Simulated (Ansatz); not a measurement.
## Convergence study of the k-point mesh for LaOF (P4mm, 6 atoms in the cell)

```
CELL_PARAMETERS angstrom
      4.08959     0.00000     0.00000
      0.00000     4.08959     0.00000
      0.00000     0.00000     5.84299
ATOMIC_POSITIONS crystal
  La 0.50000 0.00000 0.72427
  La 0.00000 0.50000 0.28429
  O  0.00000 0.00000 0.50000
  O  0.50000 0.50000 0.50000
  F  0.50000 0.50000 0.00000
  F  0.00000 0.00000 0.00000
```

Level of theory: LDA (PW92), default PAW files made with PBE (plane waves; Ansatz, an electronic-structure program).

Base settings: basis.ecutwfc = 30.9 Ry; kpoints.mp_grid.grid = 6 6 4; hamiltonian.xc = lda; hamiltonian.pseudopotentials = {kind: paw} (the program's default PAW files); scf.occupations.method = fermi_dirac; scf.occupations.width = 0.0037 Ry.

The second cell is the first with its lattice scaled by 0.98.

Only quantities that move along the ladder and can be compared are tabulated.

The count of work is k-points × plane waves × bands × iterations; it is no time. 

The starting cell comes from a database of computed structures (which also holds hypothetical and non-ambient phases and stackings), without a prior relaxation at this level. Its lattice was rescaled by up to half a per cent. One atom was moved a little off its site on purpose. In the base run, with a pressure of about -8 GPa the cell is away from its equilibrium volume at this level. Ansatz's pressure includes its estimate of the finite-basis (Pulay) stress.

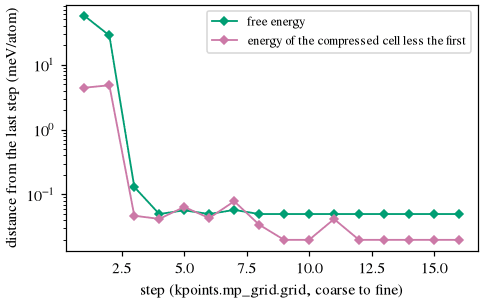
Fig. 1. Distance from the last step along the ladder; very small values are drawn at a floor.

| kpoints.mp_grid.grid | free energy less the last step's (meV/atom) | energy of the compressed cell less the first (meV/atom) | pressure (GPa) | largest difference of a force vector from the last step's (eV/Å) | gap on the mesh (eV) | count of work / last |
|---|---|---|---|---|---|---|
| 2 2 1 | 56.84 | -24.43 | -7.45 | 0.122 | 4.736 | 0.011 |
| 2 2 2 | 28.24 | -24.02 | -7.48 | 0.073 | 4.468 | 0.022 |
| 3 3 2 | -0.13 | -28.90 | -8.17 | 0.010 | 4.407 | 0.019 |
| 4 4 3 | 0.04 | -28.81 | -8.16 | 0.001 | 4.362 | 0.038 |
| 5 5 4 | 0.06 | -28.91 | -8.16 | 0.000 | 4.347 | 0.057 |
| 6 6 4 | 0.03 | -28.89 | -8.16 | 0.000 | 4.351 | 0.095 |
| 6 6 5 | 0.06 | -28.93 | -8.16 | 0.000 | 4.364 | 0.095 |
| 7 7 5 | -0.02 | -28.82 | -8.16 | 0.000 | 4.330 | 0.095 |
| 8 8 6 | -0.01 | -28.84 | -8.16 | 0.000 | 4.315 | 0.19 |
| 9 9 6 | -0.01 | -28.85 | -8.16 | 0.000 | 4.329 | 0.19 |
| 10 10 7 | -0.02 | -28.81 | -8.16 | 0.000 | 4.330 | 0.27 |
| 11 11 8 | 0.00 | -28.85 | -8.16 | 0.000 | 4.315 | 0.33 |
| 12 12 8 | 0.00 | -28.85 | -8.16 | 0.000 | 4.315 | 0.44 |
| 13 13 9 | 0.00 | -28.85 | -8.16 | 0.000 | 4.330 | 0.44 |
| 14 14 10 | -0.01 | -28.84 | -8.16 | 0.000 | 4.316 | 0.69 |
| 16 16 11 | -0.01 | -28.84 | -8.16 | 0.000 | 4.319 | 0.86 |
| 17 17 12 | 0.00 | -28.85 | -8.16 | 0.000 | 4.320 | 1.0 |

Coarsest kpoints.mp_grid.grid that holds the free energy within 1 meV/atom of the last step, with all finer ones: 3 3 2, at 0.019 of the last step's count of work; the step before is off by 28 meV/atom.

Coarsest kpoints.mp_grid.grid that holds the forces within 0.02 eV/Å of the last step, with all finer ones: 3 3 2, at 0.019 of the last step's count of work; the step before is off by 0.073 eV/Å.

Coarsest kpoints.mp_grid.grid that holds the energy of the compressed cell less the first within 2 meV/atom of the last step, with all finer ones: 3 3 2, at 0.019 of the last step's count of work; the step before is off by 4.8 meV/atom.

Two neighbours can agree and both be off: 2 2 1 and 2 2 2 differ by 0.41 meV/atom in the energy of the compressed cell less the first, yet lie about 4.8 meV/atom from the last step.

The gap on the mesh jumps up and down from mesh to mesh; it is no smooth measure of convergence.

Keys are those of Ansatz 0.2.
